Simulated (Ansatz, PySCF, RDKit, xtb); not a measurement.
# TaCl3O: ranking a sample of isomers

Which of a sample of isomers of TaCl3O is the most stable in the gas at 298.15 K, and what are its properties? The sample is small against all isomers, and the most stable one of this formula need not be in it. One structure proposed beforehand is put among the starts (marked given), to see whether the search confirms or beats it.

Plan: many cheap relaxations first (GFN2-xTB), then density-functional screening, relaxation at PBE0-D4/def2-SVP, vibrations and a final energy. The numbers are computed, not measured.

1 further run of the same task is left out (it didn't finish).

### 1 Candidates

Isomers were drawn by moving bonds and hydrogen atoms under normal valences; this is a sample, not all of them. O–O, O–halogen and N–halogen bonds and N–N–N chains are not drawn. That gives 1 candidate.

| label | SMILES | spin |
| --- | --- | --- |
| c633 | [O]=[Ta]([Cl])([Cl])[Cl] | singlet |

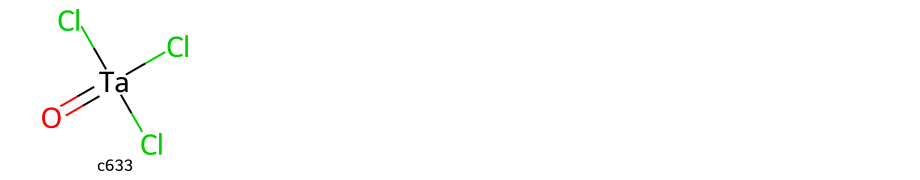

Structural formulas of the candidates.

Candidates are built by distance geometry, with a force field where one applies, in up to four conformers (letters a to d). 6 more come from a given structure, shaken or with two atoms exchanged.

### 2 First filter: tight binding

All 8 starts are relaxed the same way. One of them, c198 (given structure with two atoms exchanged), in full:

start.xyz

```xyz
5
c198
Cl     1.745700    -1.692500     0.279000
Cl    -1.595100    -0.693900    -1.703600
Cl    -0.945700     0.079500     1.779900
O      0.914700     2.234500    -0.497200
Ta    -0.069700    -0.001300     0.100500
```

Command:

```console
xtb start.xyz --gfn 2 --opt
```

Standard output, shortened:

```text
* xtb version 6.7.1
[...]
          :  # basis functions                  44          :
[...]
          :  # electrons                        32          :
[...]
          :  Hamiltonian                  GFN2-xTB          :
[...]
          :  net charge                          0          :
          :  unpaired electrons                  0          :
[...]
   *** convergence criteria satisfied after 20 iterations ***
[...]
   *** GEOMETRY OPTIMIZATION CONVERGED AFTER 14 ITERATIONS ***
[...]
   *** convergence criteria satisfied after 3 iterations ***
[...]
         ::                     SUMMARY                     ::
         :::::::::::::::::::::::::::::::::::::::::::::::::::::
         :: total energy             -19.865602562704 Eh    ::
         :: gradient norm              0.000250112963 Eh/a0 ::
         :: HOMO-LUMO gap              3.736507097386 eV    ::
         ::.................................................::
         :: SCC energy               -19.903666467048 Eh    ::
         :: -> isotropic ES            0.062254767189 Eh    ::
         :: -> anisotropic ES          0.003864685143 Eh    ::
         :: -> anisotropic XC         -0.002863576183 Eh    ::
         :: -> dispersion             -0.005527890437 Eh    ::
         :: repulsion energy           0.038063904344 Eh    ::
         :: add. restraining           0.000000000000 Eh    ::
         :: total charge               0.000000000000 e     ::
         :::::::::::::::::::::::::::::::::::::::::::::::::::::
[...]
        16        2.0000           -0.4537297             -12.3466 (HOMO)
        17                         -0.3164156              -8.6101 (LUMO)
[...]
     #   Z          covCN         q      C6AA      α(0)
     1  17 Cl       0.756    -0.177   104.509    15.638
     2  17 Cl       0.756    -0.178   104.518    15.638
     3  17 Cl       0.756    -0.177   104.504    15.637
     4   8 O        0.722    -0.484    23.508     6.497
     5  73 Ta       2.988     1.016   275.859    36.169
[...]
     #   Z sym  total        # sym  WBO       # sym  WBO       # sym  WBO
 ---------------------------------------------------------------------------
     1  17 Cl   1.441 --     5 Ta   1.216
     2  17 Cl   1.441 --     5 Ta   1.216
     3  17 Cl   1.442 --     5 Ta   1.217
     4   8 O    2.366 --     5 Ta   2.138
     5  73 Ta   5.788 --     4 O    2.138     3 Cl   1.217     1 Cl   1.216
                             2 Cl   1.216
 ---------------------------------------------------------------------------
[...]
molecular dipole:
                 x           y           z       tot (Debye)
 q only:       -0.267      -0.597       0.157
   full:       -0.611      -1.366       0.356       3.911
molecular quadrupole (traceless):
[...]
          | TOTAL ENERGY              -19.865602562704 Eh   |
          | GRADIENT NORM               0.000250112963 Eh/α |
          | HOMO-LUMO GAP               3.736507097386 eV   |
           -------------------------------------------------
[...]
```

Wall time 0.19 s (2 threads of Intel Xeon Platinum 8259CL at 2.50GHz (Skylake/Cascade Lake), shared host).

### 3 What the search left

8 of the 8 relaxations converged; 3 ended on a minimum already found. 5 distinct structures remain:

| label | start | SMILES after | spin | energy (kcal/mol) |
| --- | --- | --- | --- | --- |
| c633b | drawn | [O]=[Ta]([Cl])([Cl])[Cl] | singlet | 0.0 |
| c879 | altered | [O]=[Ta]([Cl])([Cl])[Cl] | triplet | 65.7 |
| c053 | altered | [O]=[Ta]([Cl])([Cl])[Cl] | triplet | 67.4 |
| c807 | altered | [O]=[Ta]([Cl])([Cl])[Cl] | triplet | 68.2 |
| c155 | altered | [O][Cl][Ta]([Cl])[Cl] ‡ | triplet | 94.2 |

‡ marks the bonded skeleton alone, with all bonds drawn single: no Lewis structure was assigned that passes a check against the bond lengths.

GFN2-xTB has no spin polarisation, so it can't rank spin states and is rough for open shells.

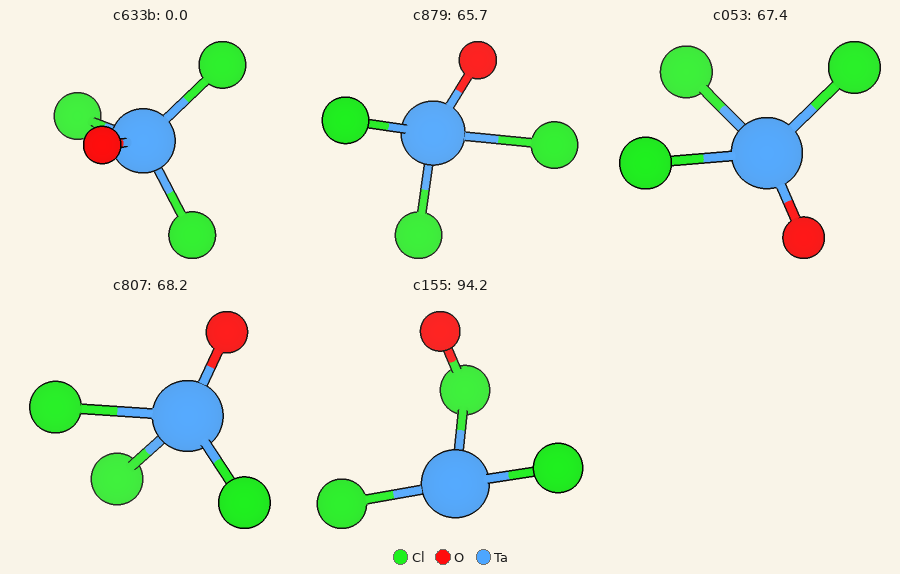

The 5 lowest minima that did not fall apart, with their GFN2-xTB energies in kcal/mol.

### 4 Single points on the low minima

A choice of the minima (the low ones first, few conformers of a pattern, up to a cap) and the lowest that fell apart get a single point at r2SCAN-D4/def2-SVP on the tight-binding geometry. The first, c633b:

input.yaml

```yaml
crystal:
  periodic: [false, false, false]
  atoms:
    - {symbol: Cl, position_ang: [-1.049634, 2.452398, -0.139506]}
    - {symbol: Cl, position_ang: [0.060451, 0.887866, -3.097364]}
    - {symbol: Cl, position_ang: [-0.889709, -1.065097, -0.320079]}
    - {symbol: O, position_ang: [1.784994, 0.823310, -0.315054]}
    - {symbol: Ta, position_ang: [0.193169, 0.780332, -0.889826]}
basis:
  gaussian:
    orbitals: def2-SVP
hamiltonian:
  xc: {name: r2SCAN}
  dispersion: d4
scf:
  lower_state_search: "off"
output:
  orbitals: {seedname: orbitals}
```

Command:

```console
ansatz run input.yaml --threads 2 --pin off --max-ram 5220MiB --events-out events.jsonl --progress --plain --runs-dir runs
```

Standard output, shortened:

```text
Warning: RAYON_NUM_THREADS=2 ignored (pool sized by the plan → 2); use --threads N
Functional definition: r2SCAN
  name "r2SCAN"
[...]
1032 factors; their error is unknown
[...]
mean field -41158.10740722 eV, -1512.5325492483 hartree, gradient 2.5e-6 eV, S^2 0.000000; 0 other end points of the search recorded, 0 dependent functions left out
reference -41158.10742654 eV, -1512.5325499582 hartree; 36, 36 occupied and 64, 64 virtual orbitals, 1032 factors
Total energy: -41158.15416924 eV, -1512.5342677205 hartree
Checks for a lower state left out: stability, starts, cluster_reference, orbital_swaps, neighbouring_geometries, increment
```

Wall time 2.3 s (2 threads of Intel Xeon Platinum 8259CL at 2.50GHz (Skylake/Cascade Lake), shared host); peak memory 0.15 GiB.

Relative energies in kcal/mol, each column from its lowest structure that stays in one piece:

| label | SMILES | spin | GFN2-xTB | r2SCAN-D4/def2-SVP |
| --- | --- | --- | --- | --- |
| c633b | [O]=[Ta]([Cl])([Cl])[Cl] | singlet | 0.0 | 0.0 |
| c053 | [O]=[Ta]([Cl])([Cl])[Cl] | triplet | 67.4 | 92.9 |
| c879 | [O]=[Ta]([Cl])([Cl])[Cl] | triplet | 65.7 | 99.3 |
| c155 | [O][Cl][Ta]([Cl])[Cl] ‡ | triplet | 94.2 | 194.8 |

‡ marks the bonded skeleton alone, with all bonds drawn single: no Lewis structure was assigned that passes a check against the bond lengths.

### 5 Refinement at PBE0-D4/def2-SVP

3 candidates are relaxed at PBE0-D4/def2-SVP (chosen among the lowest in one piece, with other spins of them). The first, c633b:

input.yaml, as its differences from that of step 4:

```diff
@@ -12,3 +12,3 @@
 hamiltonian:
-  xc: {name: r2SCAN}
+  xc: pbe0
   dispersion: d4
@@ -16,3 +16,3 @@
   lower_state_search: "off"
-output:
-  orbitals: {seedname: orbitals}
+relax:
+  f_tol: 0.003
```

Command:

```console
ansatz run input.yaml --threads 2 --pin off --max-ram 5220MiB --events-out events.jsonl --progress --plain --runs-dir runs
```

Standard output, shortened:

```text
Warning: RAYON_NUM_THREADS=2 ignored (pool sized by the plan → 2); use --threads N
[...]
Functional definition: PBE0
  name "PBE0"
[...]
992 factors; integrals over basis functions are off by at most 2.9e-4 eV
[...]
mean field -41145.45584938 eV, -1512.0676130732 hartree, gradient 6.1e-6 eV, S^2 0.000000; 0 other end points of the search recorded, 0 dependent functions left out
[...]
reference -41145.45589237 eV, -1512.0676146528 hartree; 36, 36 occupied and 64, 64 virtual orbitals, 992 factors
relax step   1: F+E_penalty+E_count = -41145.63808376 eV  Δ(F+E_penalty+E_count) = +0.000e0 eV  max|allowed force component| = 1.787e0 eV/Å  Δτ_max = 0.0000 Å  (16 SCF iters, accepted)
[...]
relax step   4: F+E_penalty+E_count = -41145.95654246 eV  Δ(F+E_penalty+E_count) = -4.713e-4 eV  max|allowed force component| = 3.615e-2 eV/Å  Δτ_max = 0.0029 Å  (22 SCF iters, accepted)
[...]
relax step   5: F+E_penalty+E_count = -41145.95656029 eV  Δ(F+E_penalty+E_count) = -1.783e-5 eV  max|allowed force component| = 2.188e-3 eV/Å  Δτ_max = 0.0011 Å  (23 SCF iters, accepted)
Total energy: -41145.95660260 eV, -1512.0860154145 hartree
Atom 0 at    -1.006250     2.585531    -0.030917 Å, force     0.000759    -0.000454    -0.000093 eV/Å
Atom 1 at     0.189946     0.899902    -3.217869 Å, force     0.000415    -0.000020    -0.001934 eV/Å
Atom 2 at    -0.833825    -1.204091    -0.225510 Å, force    -0.000250    -0.001447     0.000475 eV/Å
Atom 3 at     1.674257     0.820252    -0.355095 Å, force    -0.001956     0.000019    -0.000636 eV/Å
Atom 4 at     0.075143     0.777215    -0.932438 Å, force     0.001033     0.001903     0.002188 eV/Å
Dipole moment:    -0.302118    -0.008267    -0.109207 e Å
Checks for a lower state left out: stability, starts, cluster_reference, orbital_swaps, neighbouring_geometries, increment
```

It took 16 s on 2 threads of Intel Xeon Platinum 8259CL at 2.50GHz (Skylake/Cascade Lake), shared host; peak memory 0.21 GiB.

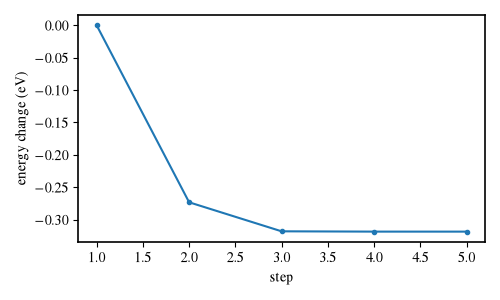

Energy along the run, all evaluated steps.

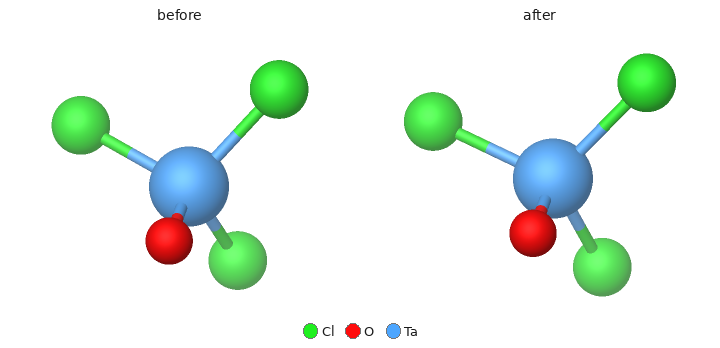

Before and after, at one scale.

After the run. Bond lengths: Cl1–Ta5 2.292 Å, Cl2–Ta5 2.292 Å, Cl3–Ta5 2.292 Å, O4–Ta5 1.701 Å. Angles: Cl1–Ta5–Cl2 111.9°, Cl1–Ta5–Cl3 111.9°, Cl1–Ta5–O4 106.9°, Cl2–Ta5–Cl3 112.0°, Cl2–Ta5–O4 106.9°, Cl3–Ta5–O4 106.9°.

### 6 The relaxed candidates

| label | spin | r2SCAN-D4/def2-SVP (kcal/mol) | PBE0-D4/def2-SVP, relaxed (kcal/mol) | time |
| --- | --- | --- | --- | --- |
| c633b | singlet | 0.0 | 0.0 | 16 s |
| c053 | triplet | 92.9 | 84.2 | 78 s |
| c879 | triplet | 99.3 | 90.7 | 95 s |

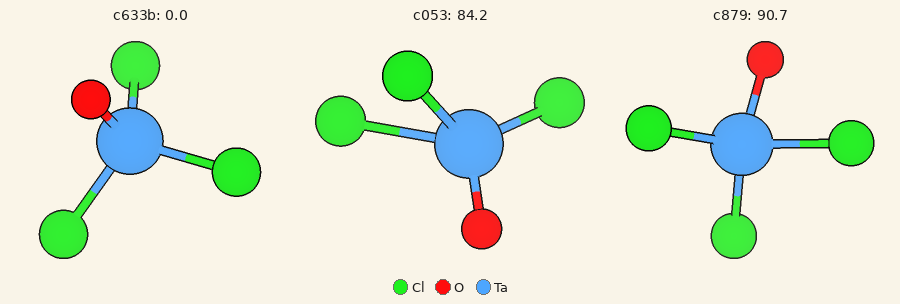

The relaxed structures, with energies at PBE0-D4/def2-SVP in kcal/mol.

### 7 Vibrations and thermal terms

The lowest few in one piece go on as finalists. Harmonic vibrations at PBE0-D4/def2-SVP test each finalist and give the zero-point energy and the thermal terms. The first, c633b:

input.yaml

```yaml
crystal:
  periodic: [false, false, false]
  atoms:
    - {symbol: Cl, position_ang: [-1.006250, 2.585531, -0.030917]}
    - {symbol: Cl, position_ang: [0.189946, 0.899902, -3.217869]}
    - {symbol: Cl, position_ang: [-0.833825, -1.204091, -0.225510]}
    - {symbol: O, position_ang: [1.674257, 0.820252, -0.355095]}
    - {symbol: Ta, position_ang: [0.075143, 0.777215, -0.932438]}
basis:
  gaussian:
    orbitals: def2-SVP
hamiltonian:
  xc: {name: PBE0}
  dispersion: d4
phonons: {}
scf:
  lower_state_search: "off"
```

Command:

```console
ansatz run input.yaml --threads 2 --pin off --max-ram 5220MiB --events-out events.jsonl --progress --plain --runs-dir runs
```

Standard output, shortened:

```text
Warning: RAYON_NUM_THREADS=2 ignored (pool sized by the plan → 2); use --threads N
[... 2 set-up lines as earlier in the session ...]
[...]
993 factors; integrals over basis functions are off by at most 3.1e-4 eV
[...]
mean field -41145.78276095 eV, -1512.0796268517 hartree, gradient 1.5e-6 eV, S^2 0.000000; 0 other end points of the search recorded, 0 dependent functions left out
[...]
reference -41145.78280326 eV, -1512.0796284064 hartree; 36, 36 occupied and 64, 64 virtual orbitals, 993 factors
[...]
993 factors; integrals over basis functions are off by at most 3.1e-4 eV
mean field -41145.78272418 eV, -1512.0796255005 hartree, gradient 2.8e-6 eV, S^2 0.000000; 0 other end points of the search recorded, 0 dependent functions left out
[...]
reference -41145.78276649 eV, -1512.0796270552 hartree; 36, 36 occupied and 64, 64 virtual orbitals, 993 factors
[...]
993 factors; integrals over basis functions are off by at most 3.1e-4 eV
[...]
mean field -41145.78264838 eV, -1512.0796227148 hartree, gradient 2.8e-6 eV, S^2 0.000000; 0 other end points of the search recorded, 0 dependent functions left out
[...]
reference -41145.78269069 eV, -1512.0796242696 hartree; 36, 36 occupied and 64, 64 virtual orbitals, 993 factors
Total energy: -41145.95660325 eV, -1512.0860154385 hartree
Atom 0 at    -1.006250     2.585531    -0.030917 Å, force     0.000756    -0.000450    -0.000092 eV/Å
Atom 1 at     0.189946     0.899902    -3.217869 Å, force     0.000414    -0.000020    -0.001929 eV/Å
Atom 2 at    -0.833825    -1.204091    -0.225510 Å, force    -0.000253    -0.001453     0.000477 eV/Å
Atom 3 at     1.674257     0.820252    -0.355095 Å, force    -0.001952     0.000019    -0.000635 eV/Å
Atom 4 at     0.075143     0.777215    -0.932438 Å, force     0.001034     0.001904     0.002179 eV/Å
Dipole moment:    -0.302118    -0.008267    -0.109207 e Å
Vibrations: 99.84 100.01 116.22 218.96 218.99 397.99 418.53 418.65 1038.21 cm⁻¹, zero-point energy 0.187676 eV
Checks for a lower state left out: stability, starts, cluster_reference, orbital_swaps, neighbouring_geometries, increment
```

Run time: 92 s. Hardware: 2 threads of Intel Xeon Platinum 8259CL at 2.50GHz (Skylake/Cascade Lake), shared host; peak memory 0.22 GiB.

### 8 Thermal terms of the finalists

At 298.15 K and 1 atm, ideal gas, rigid rotor and harmonic oscillator:

| label | SMILES | spin | point group | lowest mode (cm⁻¹) | zero-point (kcal/mol) | G − E (kcal/mol) |
| --- | --- | --- | --- | --- | --- | --- |
| c633b | [O]=[Ta]([Cl])([Cl])[Cl] | singlet | C3v | 100 | 4.3 | -16.7 |
| c053 | [O]=[Ta]([Cl])([Cl])[Cl] | triplet | Cs | 64 | 3.9 | -18.9 |
| c879 | [O]=[Ta]([Cl])([Cl])[Cl] | triplet | C1 | 72 | 3.3 | -20.1 |

Chiral structures get −RT ln 2 for their mirror image.

### 9 Energies at the top level

Each finalist gets a single point at CCSD(T)/def2-SVP + MP2/def2-TZVPP - MP2/def2-SVP.

c633b, CCSD(T)/def2-SVP:

input.yaml, as its differences from that of step 7:

```diff
@@ -11,7 +11,4 @@
     orbitals: def2-SVP
-hamiltonian:
-  xc: {name: PBE0}
-  dispersion: d4
-phonons: {}
-scf:
-  lower_state_search: "off"
+correlation:
+  method: ccsd_t
+  frozen_orbitals: {O: 1, Ta: 0, Cl: 5}
```

Command:

```console
ansatz run input.yaml --threads 2 --pin off --max-ram 5220MiB --events-out events.jsonl --progress --plain --runs-dir runs
```

Standard output, shortened:

```text
Warning: RAYON_NUM_THREADS=2 ignored (pool sized by the plan → 2); use --threads N
Functional definition: HF
  name "HF"
[...]
917 factors; integrals over basis functions are off by at most 1.1e-3 eV
[...]
mean field -41075.80042702 eV, -1509.5078235154 hartree, gradient 9.7e-6 eV, S^2 0.000000; 0 other end points of the search recorded, 0 dependent functions left out
16 core orbitals not correlated: weight in the atoms' cores, before any rotation towards them, 1.000 or more for the frozen orbitals, at most 0.000 for the correlated occupied ones
reference -41075.80042702 eV, -1509.5078235154 hartree; 20, 20 occupied and 64, 64 virtual orbitals, 917 factors
second order -24.27227330 eV of doubles, -0.00000000 eV of singles
cycle   1  -22.87846167 eV  change     1.4e0 eV  update   2.4e-1
[...]
cycle  10  -24.11036481 eV  change    1.6e-5 eV  update   3.6e-5
perturbative correction -0.99160038 eV, -0.0364406420 hartree
Total energy: -41100.90239221 eV, -1510.4303037216 hartree
```

It took 9.9 s on 2 threads of Intel Xeon Platinum 8259CL at 2.50GHz (Skylake/Cascade Lake), shared host; peak memory 0.42 GiB.

### 10 c633b at MP2/def2-TZVPP

input.yaml, as its differences from that of step 9:

```diff
@@ -9,6 +9,3 @@
 basis:
-  gaussian:
-    orbitals: def2-SVP
-correlation:
-  method: ccsd_t
-  frozen_orbitals: {O: 1, Ta: 0, Cl: 5}
+  gaussian: {orbitals: def2-TZVPP}
+correlation: {method: mp2, frozen_orbitals: {O: 1, Ta: 0, Cl: 5}}
```

Command:

```console
ansatz run input.yaml --threads 2 --pin off --max-ram 5220MiB --events-out events.jsonl --progress --plain --runs-dir runs
```

Standard output:

```text
Warning: RAYON_NUM_THREADS=2 ignored (pool sized by the plan → 2); use --threads N
[... 2 set-up lines as earlier in the session ...]
  exchange = exact_x
  correlation = 0
1325 factors; integrals over basis functions are off by at most 7.3e-4 eV
mean field evaluation 1: about -41083.2934 eV, gradient 6.4e1 eV
mean field evaluation 2: about -41083.5302 eV, gradient 6.4e1 eV
mean field evaluation 4: about -41091.9477 eV, gradient 4.6e0 eV
mean field evaluation 8: about -41092.0428 eV, gradient 7.9e-1 eV
mean field evaluation 16: about -41092.0447 eV, gradient 3.0e-6 eV
mean field -41092.04466528 eV, -1510.1047882607 hartree, gradient 3.0e-6 eV, S^2 0.000000; 0 other end points of the search recorded, 0 dependent functions left out
16 core orbitals not correlated: weight in the atoms' cores, before any rotation towards them, 1.000 or more for the frozen orbitals, at most 0.000 for the correlated occupied ones
reference -41092.04466528 eV, -1510.1047882607 hartree; 20, 20 occupied and 177, 177 virtual orbitals, 1325 factors
second order -33.16623498 eV of doubles, -0.00000000 eV of singles
Total energy: -41125.21090026 eV, -1511.3236249154 hartree
```

It took 8.1 s on 2 threads of Intel Xeon Platinum 8259CL at 2.50GHz (Skylake/Cascade Lake), shared host; peak memory 0.51 GiB.

### 11 c053 at CCSD(T)/def2-SVP

input.yaml

```yaml
crystal:
  periodic: [false, false, false]
  atoms:
    - {symbol: Cl, position_ang: [-1.502584, -0.266804, 1.519775]}
    - {symbol: Cl, position_ang: [-1.705680, -0.869038, -1.015251]}
    - {symbol: Cl, position_ang: [1.325625, 2.118803, -0.619866]}
    - {symbol: O, position_ang: [1.547769, -1.142691, 0.136320]}
    - {symbol: Ta, position_ang: [0.384769, 0.086030, -0.062379]}
basis:
  gaussian:
    orbitals: def2-SVP
magnetization:
  spin_polarized: true
  initial_magnetization: 2
scf:
  omitted_lower_state_checks: [cluster_reference]
correlation:
  method: ccsd_t
  frozen_orbitals: {O: 1, Ta: 0, Cl: 5}
```

Command:

```console
ansatz run input.yaml --threads 2 --pin off --max-ram 5220MiB --events-out events.jsonl --progress --plain --runs-dir runs
```

Standard output, shortened:

```text
Warning: RAYON_NUM_THREADS=2 ignored (pool sized by the plan → 2); use --threads N
[... 2 set-up lines as earlier in the session ...]
[...]
921 factors; integrals over basis functions are off by at most 7.2e-4 eV
[...]
mean field -41072.54858450 eV, -1509.3883205069 hartree, gradient 2.9e-6 eV, S^2 2.031843; 6 other end points of the search recorded, 0 dependent functions left out
16 core orbitals not correlated: weight in the atoms' cores, before any rotation towards them, 1.000 or more for the frozen orbitals, at most 0.000 for the correlated occupied ones
reference -41072.54858450 eV, -1509.3883205069 hartree; 21, 19 occupied and 63, 65 virtual orbitals, 921 factors
second order -23.25901101 eV of doubles, -0.00000000 eV of singles
cycle   1  -22.38526244 eV  change    8.7e-1 eV  update   2.2e-1
[...]
cycle  16  -23.53607817 eV  change    2.2e-5 eV  update   1.3e-5
perturbative correction -0.90881178 eV, -0.0333982171 hartree
Total energy: -41096.99347445 eV, -1510.2866536434 hartree
Checks for a lower state left out: cluster_reference
```

Wall time 55 s (2 threads of Intel Xeon Platinum 8259CL at 2.50GHz (Skylake/Cascade Lake), shared host); peak memory 0.91 GiB.

[end of part 1 of 2]
